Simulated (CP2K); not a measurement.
Band structure of TiNi (Pm-3m, 2 atoms in the cell).

```yaml
crystal:
  lattice:
    - [2.96088, 0.00000, 0.00000]
    - [0.00000, 2.96088, 0.00000]
    - [0.00000, 0.00000, 2.96088]
  atoms:
    - { symbol: Ti, position: [0.50000, 0.50000, 0.50000] }
    - { symbol: Ni, position: [0.00000, 0.00000, 0.00000] }
```

Level of theory: CP2K with LDA (Pade form), GPW, TZVP-MOLOPT-SR-GTH basis, GTH-PADE potentials (GTH_POTENTIALS).

Settings: CUTOFF = 600 Ry; REL_CUTOFF = 50 Ry; SMEAR/METHOD = GAUSSIAN; SIGMA = 0.1 eV; KPOINTS/SCHEME = MONKHORST-PACK 9 9 9; XC_FUNCTIONAL = PADE; Ti/BASIS_SET = TZVP-MOLOPT-SR-GTH-q12; Ti/POTENTIAL = GTH-PADE-q12; Ni/BASIS_SET = TZVP-MOLOPT-SR-GTH-q18; Ni/POTENTIAL = GTH-PADE-q18; METHOD = GPW; EPS_DEFAULT = 1e-10; EXTRAPOLATION = USE_GUESS; NGRIDS = 5.

The starting cell comes from a database of computed structures (which also holds hypothetical and non-ambient phases and stackings), without a prior relaxation at this level. Its lattice was rescaled by a random factor within 2.5 % of one. Spin polarisation is off. Values carry the incompleteness of an atom-centred basis.

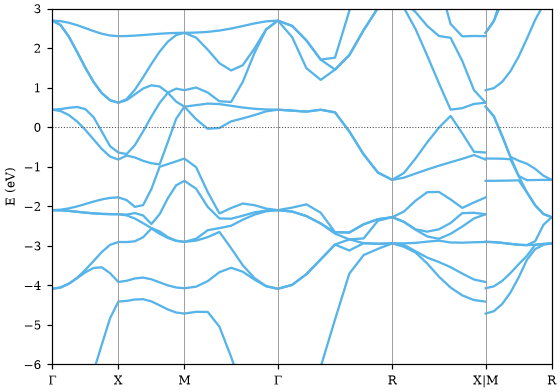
*Bands along the path, energies from the Fermi level.*

Levels in eV from the Fermi level, bands 12 to 17:
| point | 12 | 13 | 14 | 15 | 16 | 17 |
|---|---|---|---|---|---|---|
| Γ | -2.10 | -2.10 | -2.10 | 0.44 | 0.44 | 2.70 |
| X | -2.20 | -2.20 | -1.77 | -0.82 | -0.64 | 0.62 |
| M | -2.90 | -1.36 | -0.79 | 0.52 | 0.52 | 0.94 |
| R | -2.28 | -2.28 | -2.28 | -1.33 | -1.33 | 3.24 |

Bands cross the Fermi level along this path, so the cell is metallic at this level.

Higher empty bands are left out: an atom-centred basis made for the valence describes them poorly.
